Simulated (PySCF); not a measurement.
# C₅H₉B: electronic excitations and core binding energies

What electronic excitations and core binding energies should C₅H₉B (`B/C(C)=C\C=C`) show?

Computed with PySCF 2.14.0, with density-fitted response routines of our own, on a single molecule in the gas phase. Atoms are numbered from 0 throughout.

## (1) Starting geometry

15 atoms, charge 0, multiplicity 1; geometry from: GFN2-xTB.

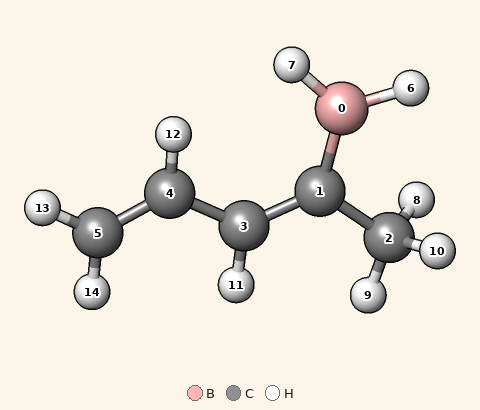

As it starts; boron pink, carbon grey, hydrogen white, atoms numbered.

## (2) TDDFT and polarisability: CAM-B3LYP/def2-SVPD

The job: settings as JSON, then the geometry in Å.

```
{"job": {"kind": "uv", "xc": "CAM-B3LYP", "basis": "def2-SVPD", "nstates": 8, "ntriplets": 3}, "charge": 0, "multiplicity": 1}
B     -1.046925     1.661745    -0.295268
C     -0.831053     0.140662    -0.138638
C     -2.042848    -0.744646    -0.277294
C      0.359217    -0.460374     0.104167
C      1.637843     0.178872     0.261089
C      2.762715    -0.504158     0.472769
H     -2.103686     2.054861    -0.611651
H     -0.196947     2.439984    -0.103666
H     -2.788194    -0.475410     0.470509
H     -1.794998    -1.798413    -0.158827
H     -2.500309    -0.600500    -1.255406
H      0.391184    -1.544451     0.186733
H      1.666947     1.255968     0.200130
H      3.714490    -0.015365     0.589997
H      2.768151    -1.580784     0.533445
```

With the program's defaults for keys left out, this is: TDDFT CAM-B3LYP/def2-SVPD, vertical, gas phase, core orbitals frozen in the response.

Launch:

```bash
$ OMP_NUM_THREADS=1 python probes_run.py task.json out
```

This one command runs all jobs of the session in turn.

The program printed:

```text
coarse grid: 12096 points
cycle   1  E = -220.3713126094  dE =  6.412e-01  |g| = 2.764e-01  |ddm| = 8.266e+00
cycle   2  E = -220.3865544639  dE = -1.524e-02  |g| = 1.962e-01  |ddm| = 1.321e+00
cycle   3  E = -220.3962386027  dE = -9.684e-03  |g| = 5.554e-02  |ddm| = 5.276e-01
cycle   4  E = -220.3969072461  dE = -6.686e-04  |g| = 2.743e-02  |ddm| = 1.579e-01
cycle   5  E = -220.3971082539  dE = -2.010e-04  |g| = 2.674e-03  |ddm| = 6.510e-02
cycle   6  E = -220.3971118776  dE = -3.624e-06  |g| = 1.103e-03  |ddm| = 1.229e-02
final grid: 115600 points
cycle   7  E = -220.4450487543  dE = -3.374e-05  |g| = 3.507e-03  |ddm| = 1.211e-01
cycle   8  E = -220.4450499012  dE = -1.147e-06  |g| = 3.100e-03  |ddm| = 1.837e-02
cycle   9  E = -220.4450524865  dE = -2.585e-06  |g| = 3.135e-04  |ddm| = 6.802e-03
cycle  10  E = -220.4450525075  dE = -2.099e-08  |g| = 2.378e-04  |ddm| = 1.063e-03
cycle  11  E = -220.4450525228  dE = -1.532e-08  |g| = 3.561e-05  |ddm| = 5.498e-04
cycle  12  E = -220.4450525234  dE = -5.381e-10  |g| = 1.472e-05  |ddm| = 1.396e-04
converged SCF energy = -220.4450525234

Static polarisability (au): isotropic 84.845, principal 51.099 72.812 130.624

Singlet excitations
state   eV       nm        f      main configurations
  1   4.4265    280.1   0.40039   H->L 0.97
  2   5.2076    238.1   0.00239   H-1->L 0.95
  3   5.5764    222.3   0.00186   H-2->L 0.51, H-3->L 0.43
  4   6.3908    194.0   0.34720   H->L+1 0.91
  5   6.7232    184.4   0.00099   H->L+2 0.82, H->L+3 0.11
  6   6.8071    182.1   0.00005   H-4->L 0.85
  7   6.8469    181.1   0.07225   H-3->L 0.50, H-2->L 0.41
  8   7.2447    171.1   0.00074   H->L+4 0.62, H->L+3 0.19, H->L+5 0.14

Triplet excitations (Tamm-Dancoff, eV): 2.5204 4.4375 4.7642
```

Wall time 57 s (1 thread of Arm Neoverse N1, shared host); peak memory 0.86 GiB.

Frontier orbitals and where they lie:

```
orbital      eV                      atoms
 HOMO−3  -10.88  B0 20 %, C3 16 %, C4 15 %
 HOMO−2  -10.81  B0 20 %, C3 16 %, C4 15 %
 HOMO−1  -10.33  B0 25 %, C1 20 %, H7 15 %
   HOMO   -8.05  C1 23 %, C5 22 %, C3 17 %
   LUMO   -1.15  B0 31 %, C3 18 %, C1 17 %
 LUMO+1    1.02  C4 20 %, C5 20 %, B0 16 %
 LUMO+2    1.28   B0 44 %, C2 10 %, C5 7 %
```

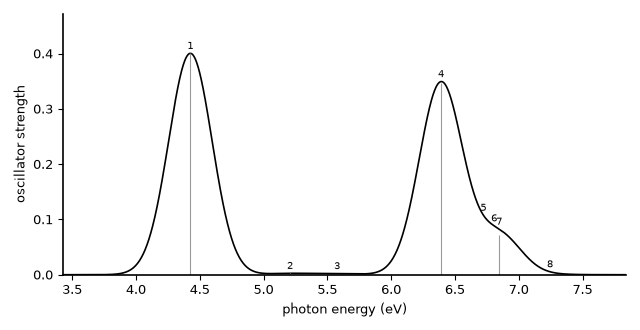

Absorption spectrum from the 8 singlet states computed; above the last one it falls off for lack of states. Lines are broadened to a width of 0.40 eV (Gaussian).

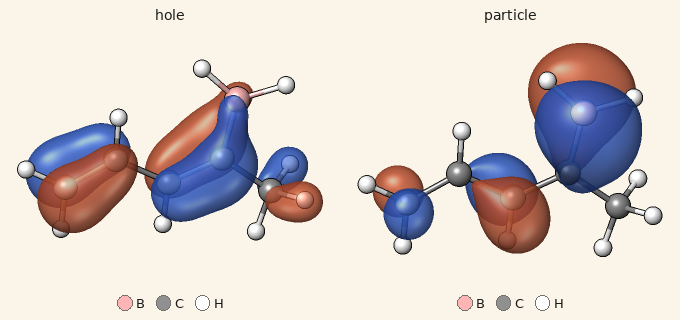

Leading natural transition orbitals of singlet state 1: the electron leaves the hole (left) for the particle orbital (right).

Further results of this job:

```
           property  computed
  dipole moment (D)      1.20
polarisability (Å³)     12.57
 HOMO–LUMO gap (eV)      6.90
      −ε(HOMO) (eV)      8.05
```

Orbitals, density, ELF and potential are computed afterwards from the orbital file.

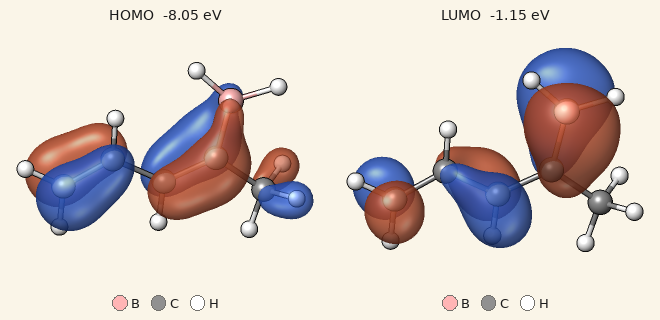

Frontier orbitals at CAM-B3LYP/def2-SVPD; each surface holds 70 % of the orbital's density, blue and red mark the sign.

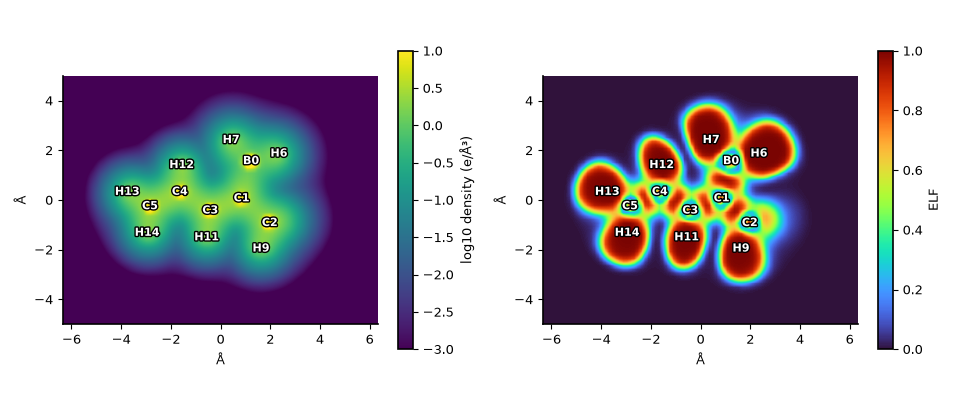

Density (left) and ELF (right) in a plane through or near 13 of the atoms.

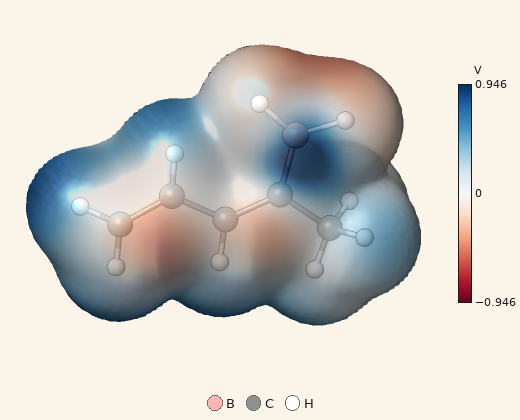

The potential that a unit positive charge feels on the 0.002 e/bohr³ surface, from -0.46 V near C4 to 0.95 V near B0.

## (3) Core-electron binding energies: SCAN, X2C

Settings changed since step 2:

```diff
@@ -1,2 +1,2 @@
-{"job": {"kind": "uv", "xc": "CAM-B3LYP", "basis": "def2-SVPD", "nstates": 8, "ntriplets": 3}, "charge": 0, "multiplicity": 1}
+{"job": {"kind": "xps"}, "charge": 0, "multiplicity": 1}
 B     -1.046925     1.661745    -0.295268
```

With the program's defaults for keys left out, this is: delta-SCF UKS SCAN, pcX-2 on the ionised atom, pcseg-1 elsewhere, spin-free X2C.

The program printed:

```text
ground state, core basis on atom 0 (B), 160 functions
  cycle   1  E = -220.59471209  |g| = 4.62e-01
  cycle   2  E = -220.56251309  |g| = 5.63e-01
  cycle   3  E = -220.65004786  |g| = 1.83e-01
  cycle   4  E = -220.65985726  |g| = 4.95e-02
  cycle   5  E = -220.66063618  |g| = 1.57e-02
  cycle   6  E = -220.66071591  |g| = 4.54e-03
  cycle   7  E = -220.66072108  |g| = 2.22e-03
  cycle   8  E = -220.66072015  |g| = 8.40e-04
  cycle   9  E = -220.66072135  |g| = 3.48e-04
  E(ground) = -220.67160247 Eh
hole in B 1s of atom 0
  cycle   1  E = -213.06838366  |g| = 1.16e+00
  cycle   2  E = -211.54454514  |g| = 1.83e+00
  cycle   3  E = -213.19089492  |g| = 6.23e-01
  cycle   4  E = -213.30196346  |g| = 5.03e-01
  cycle   5  E = -213.50069729  |g| = 1.24e-01
  cycle   6  E = -213.50014299  |g| = 1.44e-01
  cycle   7  E = -213.51412063  |g| = 4.23e-02
  cycle   8  E = -213.51617562  |g| = 2.52e-02
  cycle   9  E = -213.51731572  |g| = 2.27e-02
  cycle  10  E = -213.51791321  |g| = 9.33e-03
  cycle  11  E = -213.51799710  |g| = 5.55e-03
  cycle  12  E = -213.51805746  |g| = 3.78e-03
  cycle  13  E = -213.51809387  |g| = 2.35e-03
  cycle  14  E = -213.51810146  |g| = 1.27e-03
  cycle  15  E = -213.51810351  |g| = 5.04e-04
  cycle  16  E = -213.51810404  |g| = 2.53e-04
  E(ion) = -213.52867482 Eh   <S^2> = 1.3055   hole on atom = 1.000   binding energy = 194.369 eV
ground state, core basis on atom 1 (C), 160 functions
  cycle   1  E = -220.66996247  |g| = 5.89e-02
  cycle   2  E = -220.66942578  |g| = 4.62e-02
  cycle   3  E = -220.66919930  |g| = 5.27e-02
  cycle   4  E = -220.67006447  |g| = 7.65e-03
  cycle   5  E = -220.67008158  |g| = 1.73e-03
  cycle   6  E = -220.67008175  |g| = 3.55e-04
  E(ground) = -220.68040422 Eh
hole in C 1s of atom 1
  cycle   1  E = -209.42987173  |g| = 1.52e+00
  cycle   2  E = -208.05452330  |g| = 2.16e+00
  cycle   3  E = -209.82546545  |g| = 5.89e-01
  cycle   4  E = -209.89382999  |g| = 4.34e-01
  cycle   5  E = -210.01537329  |g| = 1.37e-01
  cycle   6  E = -210.02473984  |g| = 5.27e-02
  cycle   7  E = -210.02622176  |g| = 1.32e-02
  cycle   8  E = -210.02635122  |g| = 5.10e-03
  cycle   9  E = -210.02638066  |g| = 3.37e-03
  cycle  10  E = -210.02640235  |g| = 2.76e-03
  cycle  11  E = -210.02641474  |g| = 1.46e-03
  cycle  12  E = -210.02642516  |g| = 9.93e-04
  cycle  13  E = -210.02642884  |g| = 6.18e-04
  cycle  14  E = -210.02643214  |g| = 3.13e-04
  E(ion) = -210.03577962 Eh   <S^2> = 0.8014   hole on atom = 1.000   binding energy = 289.655 eV
ground state, core basis on atom 2 (C), 160 functions
  cycle   1  E = -220.66817418  |g| = 5.88e-02
  cycle   2  E = -220.66783933  |g| = 3.92e-02
  cycle   3  E = -220.66755598  |g| = 4.77e-02
  cycle   4  E = -220.66824861  |g| = 1.11e-02
  cycle   5  E = -220.66828531  |g| = 8.13e-04
  cycle   6  E = -220.66828584  |g| = 2.53e-04
  E(ground) = -220.67819546 Eh
hole in C 1s of atom 2
  cycle   1  E = -209.43440025  |g| = 1.51e+00
  cycle   2  E = -208.78020822  |g| = 1.77e+00
  cycle   3  E = -209.88444557  |g| = 4.51e-01
  cycle   4  E = -209.87391980  |g| = 4.30e-01
  cycle   5  E = -209.99490392  |g| = 7.18e-02
  cycle   6  E = -209.99630766  |g| = 5.56e-02
  cycle   7  E = -209.99795089  |g| = 1.44e-02
  cycle   8  E = -209.99807775  |g| = 4.40e-03
  cycle   9  E = -209.99809159  |g| = 1.24e-03
  cycle  10  E = -209.99809396  |g| = 8.71e-04
  cycle  11  E = -209.99809559  |g| = 6.34e-04
  cycle  12  E = -209.99809623  |g| = 4.62e-04
  E(ion) = -210.00698859 Eh   <S^2> = 0.7679   hole on atom = 1.000   binding energy = 290.378 eV
ground state, core basis on atom 3 (C), 160 functions
  cycle   1  E = -220.66974329  |g| = 5.81e-02
  cycle   2  E = -220.66950336  |g| = 3.47e-02
  cycle   3  E = -220.66918567  |g| = 4.59e-02
  cycle   4  E = -220.66981652  |g| = 1.03e-02
  cycle   5  E = -220.66984845  |g| = 1.15e-03
  cycle   6  E = -220.66984791  |g| = 4.70e-04
  E(ground) = -220.68035759 Eh
hole in C 1s of atom 3
  cycle   1  E = -209.40276230  |g| = 1.51e+00
  cycle   2  E = -208.30535989  |g| = 2.06e+00
  cycle   3  E = -209.87227753  |g| = 4.87e-01
  cycle   4  E = -209.93293845  |g| = 3.36e-01
  cycle   5  E = -209.98995291  |g| = 9.75e-02
  cycle   6  E = -209.99354887  |g| = 4.90e-02
  cycle   7  E = -209.99478072  |g| = 2.69e-02
  cycle   8  E = -209.99534792  |g| = 9.64e-03
  cycle   9  E = -209.99555651  |g| = 7.54e-03
  cycle  10  E = -209.99580036  |g| = 6.36e-03
  cycle  11  E = -209.99598763  |g| = 4.58e-03
  cycle  12  E = -209.99611886  |g| = 2.61e-03
  cycle  13  E = -209.99613899  |g| = 1.33e-03
  cycle  14  E = -209.99614308  |g| = 6.38e-04
  cycle  15  E = -209.99614322  |g| = 2.52e-04
  E(ion) = -210.00502178 Eh   <S^2> = 0.9085   hole on atom = 1.000   binding energy = 290.491 eV
ground state, core basis on atom 4 (C), 160 functions
  cycle   1  E = -220.67010461  |g| = 6.06e-02
  cycle   2  E = -220.66950567  |g| = 5.13e-02
  cycle   3  E = -220.66948827  |g| = 4.90e-02
  cycle   4  E = -220.67023012  |g| = 1.24e-02
  cycle   5  E = -220.67027943  |g| = 1.23e-03
  cycle   6  E = -220.67027914  |g| = 4.94e-04
  E(ground) = -220.68084354 Eh
hole in C 1s of atom 4
  cycle   1  E = -209.41303853  |g| = 1.51e+00
  cycle   2  E = -206.83839263  |g| = 2.28e+00
  cycle   3  E = -209.23670167  |g| = 9.52e-01
  cycle   4  E = -209.90677711  |g| = 3.87e-01
  cycle   5  E = -209.96649939  |g| = 2.21e-01
  cycle   6  E = -209.98819325  |g| = 7.34e-02
  cycle   7  E = -209.99134735  |g| = 2.72e-02
  cycle   8  E = -209.99184848  |g| = 1.52e-02
  cycle   9  E = -209.99214372  |g| = 8.76e-03
  cycle  10  E = -209.99237676  |g| = 8.21e-03
  cycle  11  E = -209.99263636  |g| = 6.98e-03
  cycle  12  E = -209.99298819  |g| = 4.43e-03
  cycle  13  E = -209.99300694  |g| = 2.38e-03
  cycle  14  E = -209.99303823  |g| = 1.08e-03
  cycle  15  E = -209.99303946  |g| = 4.02e-04
  E(ion) = -210.00200046 Eh   <S^2> = 0.9201   hole on atom = 1.000   binding energy = 290.586 eV
ground state, core basis on atom 5 (C), 160 functions
  cycle   1  E = -220.66978149  |g| = 6.10e-02
  cycle   2  E = -220.66907224  |g| = 5.76e-02
  cycle   3  E = -220.66940588  |g| = 4.36e-02
  cycle   4  E = -220.66992780  |g| = 1.32e-02
  cycle   5  E = -220.66998344  |g| = 2.36e-03
  cycle   6  E = -220.66998391  |g| = 6.02e-04
  cycle   7  E = -220.66998491  |g| = 1.93e-04
  E(ground) = -220.68018632 Eh
hole in C 1s of atom 5
  cycle   1  E = -209.41743670  |g| = 1.51e+00
  cycle   2  E = -208.33584690  |g| = 1.96e+00
  cycle   3  E = -209.82367800  |g| = 5.67e-01
  cycle   4  E = -209.88370207  |g| = 4.45e-01
  cycle   5  E = -210.00805854  |g| = 1.18e-01
  cycle   6  E = -210.01411154  |g| = 6.27e-02
  cycle   7  E = -210.01634884  |g| = 1.08e-02
  cycle   8  E = -210.01642895  |g| = 5.91e-03
  cycle   9  E = -210.01646453  |g| = 3.15e-03
  cycle  10  E = -210.01648923  |g| = 1.99e-03
  cycle  11  E = -210.01650549  |g| = 1.72e-03
  cycle  12  E = -210.01651285  |g| = 9.20e-04
  cycle  13  E = -210.01651551  |g| = 4.47e-04
  E(ion) = -210.02609570 Eh   <S^2> = 0.7994   hole on atom = 1.000   binding energy = 289.913 eV
```

It took 2.7 min on 1 thread of Arm Neoverse N1, shared host; peak memory 0.59 GiB.

Binding energies by hole, beside the orbital energy of the ground state; the difference holds orbital relaxation and, for a density functional, its self-interaction error:

```
     hole  stands for                      environment          ΔSCF (eV)  −ε (eV)   ⟨S²⟩
B1s on B0          B0           boron bonded to C, 2 H  194.37 (doubtful)    179.7  1.305
C1s on C1          C1  fully substituted alkene carbon             289.65    273.5  0.801
C1s on C2          C2            allylic methyl carbon             290.38    273.3  0.768
C1s on C3          C3                        alkene CH  290.49 (doubtful)    274.2  0.909
C1s on C4          C4                        alkene CH  290.59 (doubtful)    274.0  0.920
C1s on C5          C5             terminal =CH2 carbon             289.91    273.8  0.799
```

Doubtful: the ion did not converge, its hole moved, or its ⟨S²⟩ is well above 0.75.

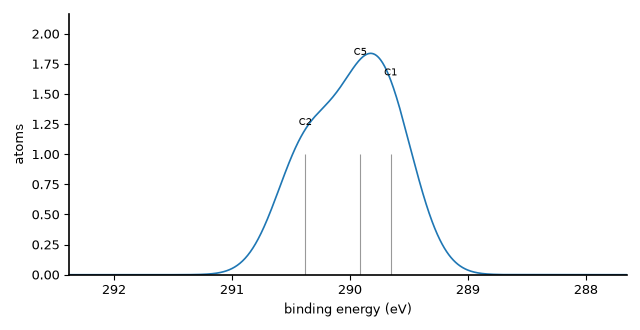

The C1s photoelectron lines, weighted by the number of atoms. Only 3 of the 5 C atoms are covered by sound results. Lines are broadened to a width of 0.60 eV (Gaussian).

## (4) Summary of results

```
                                                    quantity                               value
                        lowest singlet (CAM-B3LYP/def2-SVPD)         4.43 eV (280 nm), f = 0.400
                                              lowest triplet                             2.52 eV
                       surface potential, least and greatest                  -0.46 V and 0.95 V
C1s binding energies, SCAN/pcX-2 (standing for 3 of 5 atoms)  C2 290.38, C5 289.91, C1 289.65 eV
```

**Reading.** The first singlet state (HOMO→LUMO 0.97) lies at 4.43 eV and is bright. The lowest triplet lies 1.91 eV below the lowest singlet (triplets in Tamm-Dancoff, singlets in full TDDFT). At CAM-B3LYP/def2-SVPD, counted by nearest atom on the grid, the HOMO lies on C1, C5 about 25 % each; C3, C4 about 13 % each, the LUMO on B0 32 %; C3 18 %. The C1s levels kept as sound span 0.72 eV, from C1 (fully substituted alkene carbon) up to C2 (allylic methyl carbon). Only 3 of the 5 C atoms are covered by sound results.
